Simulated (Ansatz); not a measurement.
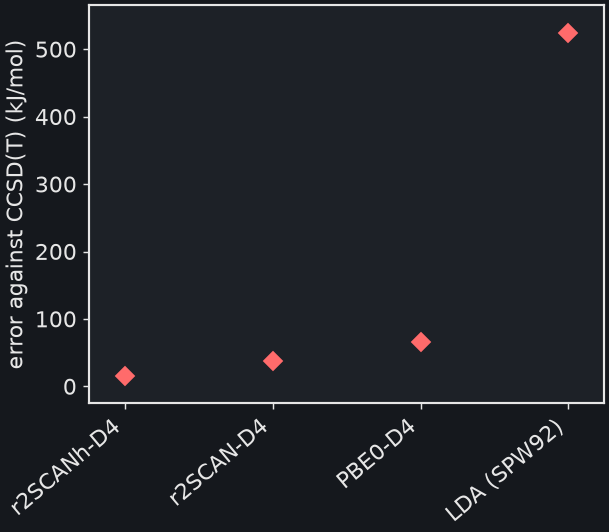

Error in the electronic atomisation energy (method less reference, so positive means overbinding) of C₂H₄BN, SMILES CC1=NB1: functionals in def2-TZVPP against frozen-core CCSD(T) at the limit (MP2 extrapolated from triple and quadruple zeta, plus CCSD(T) less MP2 in a smaller set), which gives 3262.8 kJ/mol, at a PBE0-D4/def2-TZVP geometry (a minimum by its frequencies), no zero-point or spin-orbit term, the Ansatz code 0.2.0. The reference leaves out core correlation, a term that grows with the number of heavy atoms.

Question: Which of these levels overbind, and which underbind?

Answer: Overbind: r2SCAN-D4, PBE0-D4 and LDA (SPW92). Underbind: none clearly. Within 20 kJ/mol of zero, too close to call in view of what the reference leaves out: r2SCANh-D4.

Question: Give the values.

Answer:
| level | kJ/mol |
| --- | --- |
| r2SCANh-D4 | 15.7 |
| r2SCAN-D4 | 38.5 |
| PBE0-D4 | 65.4 |
| LDA (SPW92) | 524.5 |
